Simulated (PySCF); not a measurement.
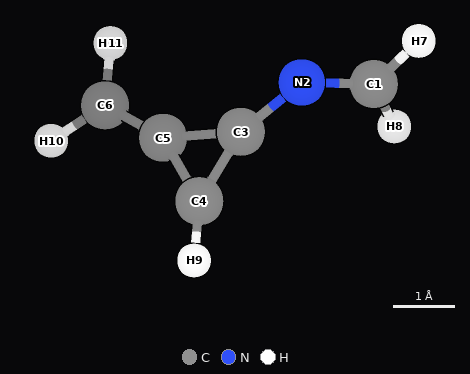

The input geometry (ball-and-stick view, seen at a tilt; atoms are numbered from 1 in the order of the input). Bond lengths as drawn: C–C 1.33 to 1.44 Å, C–H 1.09 to 1.10 Å and C–N 1.27 to 1.34 Å.

# Run report: C$_{5}$H$_{5}$N, NMR shielding calculation

The run: NMR shielding calculation of C$_{5}$H$_{5}$N, SMILES C=NC1=CC1=C. Method and program: GIAO BHandHLYP/pcSseg-2 NMR shielding, non-relativistic, gas phase (PySCF 2.14.0).

The geometry comes from this level: PBE0-D3(BJ)/def2-SVP. Figures and captions count atoms from 1; the log counts them from 0 in places.

**What the program printed**
```
coarse grid: 9592 points
cycle   1  E = -248.0122439212  dE =  1.287e+00  |g| = 3.995e-01  |ddm| = 2.435e+00
cycle   2  E = -248.0267988478  dE = -1.455e-02  |g| = 3.726e-01  |ddm| = 6.901e-01
cycle   3  E = -248.0613719121  dE = -3.457e-02  |g| = 5.282e-02  |ddm| = 3.335e-01
cycle   4  E = -248.0619917384  dE = -6.198e-04  |g| = 2.880e-02  |ddm| = 6.227e-02
cycle   5  E = -248.0621679139  dE = -1.762e-04  |g| = 8.086e-03  |ddm| = 2.602e-02
cycle   6  E = -248.0621843243  dE = -1.641e-05  |g| = 2.849e-03  |ddm| = 9.859e-03
cycle   7  E = -248.0621863202  dE = -1.996e-06  |g| = 9.225e-04  |ddm| = 3.461e-03
final grid: 93896 points
cycle   8  E = -248.0718479619  dE = -2.571e-05  |g| = 2.476e-03  |ddm| = 3.566e-02
cycle   9  E = -248.0718481354  dE = -1.735e-07  |g| = 2.349e-03  |ddm| = 5.394e-03
cycle  10  E = -248.0718494257  dE = -1.290e-06  |g| = 5.524e-04  |ddm| = 2.318e-03
cycle  11  E = -248.0718494888  dE = -6.306e-08  |g| = 1.681e-04  |ddm| = 4.789e-04
cycle  12  E = -248.0718494945  dE = -5.739e-09  |g| = 5.805e-05  |ddm| = 1.654e-04
cycle  13  E = -248.0718494953  dE = -8.135e-10  |g| = 8.524e-06  |ddm| = 5.093e-05
```

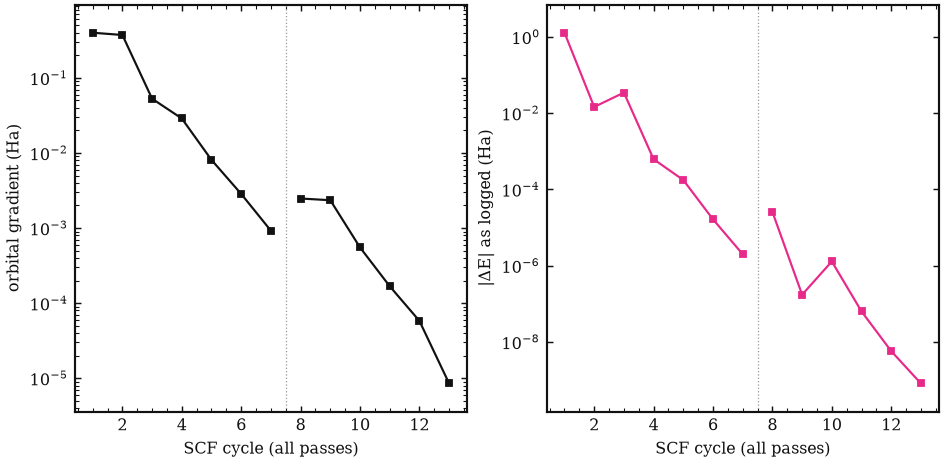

Convergence of the self-consistent field: orbital gradient and size of the energy change against the SCF cycle. The dotted line marks the change from a coarse to the final integration grid. The first 7 cycles use a coarse grid, the final grid takes over at cycle 8, and the field converges after 13 cycles in all.

```
converged SCF energy = -248.0718494953

GIAO shielding tensors (ppm)
atom      isotropic    diamagn.    paramagn.     s11        s22        s33       span
  0 C       24.440     250.509    -226.069    -69.762      8.415    134.668    204.430
  1 N     -136.973     322.831    -459.804   -460.196   -137.701    186.979    647.175
  2 C       27.869     259.132    -231.263    -87.107     22.716    147.999    235.106
  3 C       75.291     259.243    -183.952      0.291     46.872    178.711    178.420
  4 C       47.739     255.782    -208.043    -81.150     37.028    187.339    268.490
  5 C      127.921     250.009    -122.088     62.826    143.547    177.391    114.565
  6 H       24.076      28.245      -4.169     23.237     23.497     25.495      2.258
  7 H       24.007      31.624      -7.617     21.495     23.425     27.102      5.607
  8 H       24.486      31.796      -7.311     23.904     24.554     24.999      1.095
  9 H       28.095      30.085      -1.990     24.977     27.374     31.933      6.956
 10 H       27.957      31.228      -3.271     24.970     27.353     31.548      6.578
```

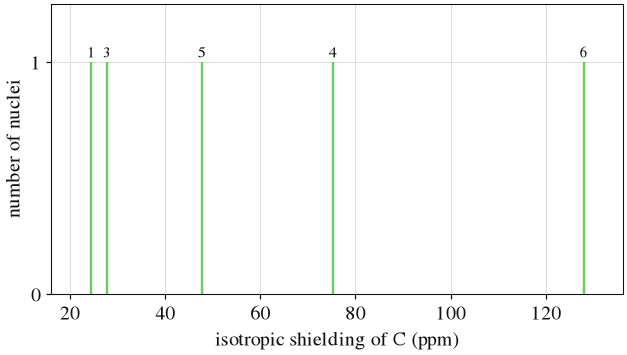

Isotropic shieldings of the carbon nuclei in this fixed geometry, labelled by atom number; shielding grows to the right, so chemical shift grows to the left. The least shielded is C1 (24.4 ppm), the most shielded C6 (127.9 ppm).

This output came from the following input.

**The input**
```
{"job": {"kind": "nmr", "xc": "BHandHLYP", "basis": "pcSseg-2", "pop": false}, "charge": 0, "multiplicity": 1}
C      2.337389     1.206236     0.404120
N      1.294136     0.815507     1.004183
C      0.332939     0.041772     0.470168
C     -0.167111    -1.162984     0.201582
C     -1.041629    -0.038941     0.034173
C     -2.197937     0.549327    -0.274117
H      3.059534     1.829212     0.947952
H      2.563343     0.956533    -0.646956
H     -0.028761    -2.241038     0.225409
H     -3.046283    -0.042152    -0.622900
H     -2.315924     1.629901    -0.181796
```

The first line tells a small driver script what to run in PySCF; the rest is the geometry in Å.

**Results in brief**

```tsv
quantity	value
outcome	converged
total energy	−248.071849 hartree
HOMO	−6.55 eV
LUMO	−0.32 eV
dipole moment	3.38 D
isotropic shielding, C	24.4 to 127.9 ppm
isotropic shielding, N	−137.0 ppm
isotropic shielding, H	24.0 to 28.1 ppm
hardware	1 CPU thread, shared host
wall time	27 s
peak memory	1.1 GiB
```
